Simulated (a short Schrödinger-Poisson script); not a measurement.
System: gated In0.52Al0.48As/In0.53Ga0.47As δ-doped gas in a quantum well, at 300 K.

| layer | material | thickness (nm) | Na (cm⁻³) |
|---|---|---|---|
| 1 | In0.52Al0.48As | 10 | - |
| 2 | In0.52Al0.48As | 5 | - |
| 3 | In0.53Ga0.47As | 20 | - |
| 4 | In0.52Al0.48As | 4000 | 1e14 |

The device is made up for the run: typed textbook-type constants, with dimensions and the other settings drawn at random. In0.52Al0.48As: permittivity 12.5, conduction-band edge (eV) 0.52, gap (eV) 1.45, electron mass (mₑ) 0.075, Nv at 300 K (cm⁻³) 1.1e19. In0.53Ga0.47As: permittivity 13.9, conduction-band edge (eV) 0, gap (eV) 0.74, Nv at 300 K (cm⁻³) 7.7e18.

Channel valleys (confinement mass, in-plane density-of-states mass, number): Γ 0.041, 0.041, 1. At the gate the conduction-band edge of layer 1 lies 0.65 eV − eVg above the Fermi level of the channel; the field vanishes at the back. Sheet of ionised δ-doping: +2.9e12 e/cm² at 10 nm from the gate. The barrier under the gate holds no holes. Gaps are held at their typed values at every temperature. Mesh 0.08 nm at interfaces.

Solved with a short Schrödinger-Poisson script written for these runs: 1D Poisson equation in equilibrium, electrons quantum, Hartree (BenDaniel-Duke, 40 states a valley, the channel's in-plane mass for all, wave functions free to enter the barrier), parabolic valleys, classical holes, full ionisation, no traps, pinning or gate leakage.

Only gate voltages with over 1e8 electrons/cm² are shown.

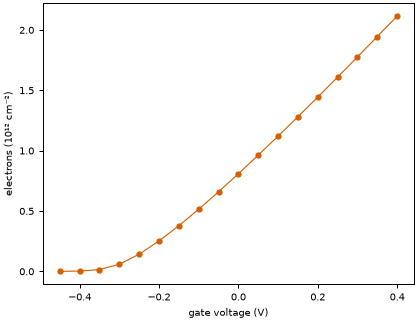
*Sheet density against gate voltage*

```tsv
Vg (V)	electrons (cm⁻²)	in the channel layer	C (μF/cm²)	Γ E0 (meV)	Γ E1 (meV)
0.4	2.12e12	2.06e12	0.548	-90.9	-19.0
0.3	1.78e12	1.74e12	0.538	-76.7	-10.6
0.2	1.44e12	1.42e12	0.526	-62.2	-1.4
0.1	1.12e12	1.10e12	0.510	-47.0	9.2
0	8.09e11	7.99e11	0.488	-30.6	21.9
-0.1	5.15e11	5.10e11	0.452	-11.8	38.2
-0.2	2.52e11	2.50e11	0.384	12.7	61.7
-0.3	5.90e10	5.86e10	0.212	54.5	103.8
-0.4	2.61e9	2.59e9	0.0199	136.4	186.0
```

Subbands count from the Fermi level.
